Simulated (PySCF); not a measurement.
**B4H16Hf: density, localisation and related maps**

Input file:

```
mol = gto.M(atom='''
Hf    -0.00000     0.00000    -0.05286
B      1.27630     1.39855     1.28543
H      1.93622     2.12422     1.97685
H      0.06050     1.35206     1.60555
H      1.65143     0.19801     1.29513
H      1.27033     1.71697     0.06846
B     -1.27631    -1.39855     1.28542
H     -1.93622    -2.12422     1.97685
H     -0.06051    -1.35206     1.60555
H     -1.65145    -0.19801     1.29512
H     -1.27034    -1.71698     0.06846
B      1.39893    -1.27740    -1.38952
H      2.12351    -1.93639    -2.08292
H      1.41786    -1.60058    -0.17383
H      0.18439    -1.33751    -1.71284
H      1.66528    -0.04763    -1.39428
B     -1.39895     1.27738    -1.38952
H     -2.12355     1.93636    -2.08291
H     -1.41788     1.60056    -0.17383
H     -0.18441     1.33750    -1.71284
H     -1.66528     0.04760    -1.39428''',
    basis={'Hf': 'def2-SVP', 'B': 'def2-SVP', 'H': 'def2-SVP'},
    ecp={'Hf': 'def2-SVP'},
    charge=0, spin=0)
mf = dft.RKS(mol, xc='TPSS')
mf.grids.atom_grid = (75, 302)  # f atoms: at least (60, 302), unpruned
mf = mf.density_fit()  # Hf def2-universal-JKFIT, B def2-universal-JKFIT, H def2-universal-JKFIT
mf.conv_tol = 1e-09; mf.max_cycle = 55
mf.kernel(dm0)
```

Launched as:

```sh
OMP_NUM_THREADS=4 python run.py
```

Core potentials replace the inner electrons of Hf.

Method: RKS TPSS, Hf def2-SVP with ECP60, B def2-SVP, H def2-SVP; non-relativistic Hamiltonian with scalar-relativistic core potentials where named; density fitting (PySCF).

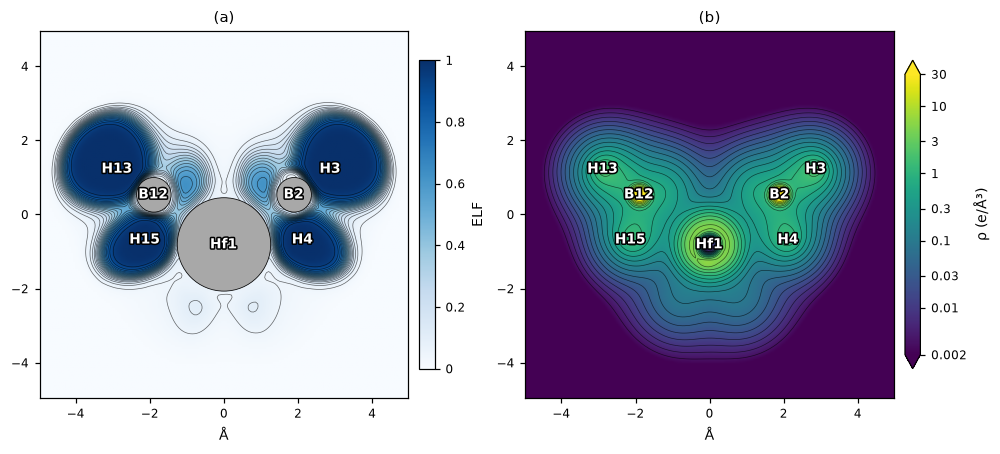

Figure 1. (a) ELF; (b) electron density on the plane of atoms B2, Hf1 and B12. Grey discs cover the atomic cores in the ELF map.

### Describe what can be read from this map.

The section cuts through Hf, B and H sites. Hf–B (2.32 Å): the density is about 0.39 e/Å³ at the midpoint; the ELF is about 0.15 at the midpoint. B–H (1.20 Å): ρ at the midpoint is about 1.1 e/Å³; the ELF climbs to about 1 towards the hydrogen, as it does in any bond to H: a covalent bond by its length. Hf–H (2.14 Å): the density is about 0.42 e/Å³ at the midpoint; the ELF climbs to about 1 towards the hydrogen.

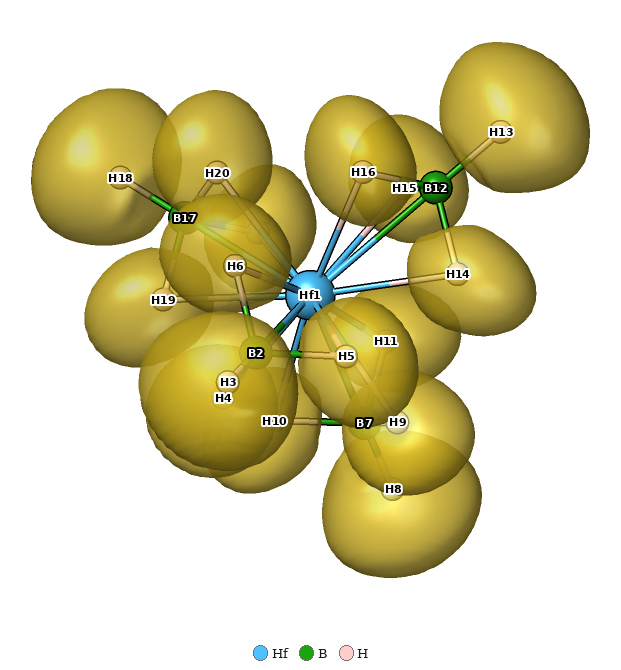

Figure 2. Isosurface of the electron localisation function at 0.8 (yellow), seen from one side. Core shells and regions of very low density are left out.

### Describe the localisation domains.

The surface consists of 16 regions around hydrogen nuclei.

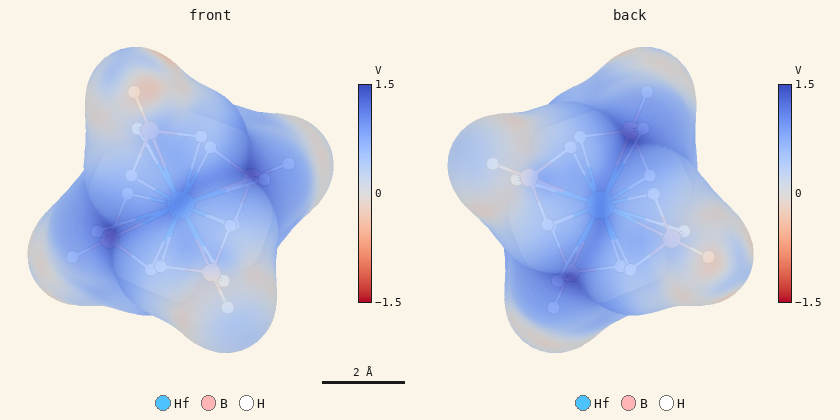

Figure 3. The molecular electrostatic potential painted on the density surface at 0.004 e/bohr³, seen from the front and from behind; red is negative and blue positive.

### Which sites attract a positive test charge, and which a negative one?

A positive charge is drawn to the negative regions and a negative charge to the positive ones. The most negative region (about −0.2 V) lies over H3 and H18, the most positive (about +1.4 V, or +32 kcal/mol for a unit charge) over Hf1.
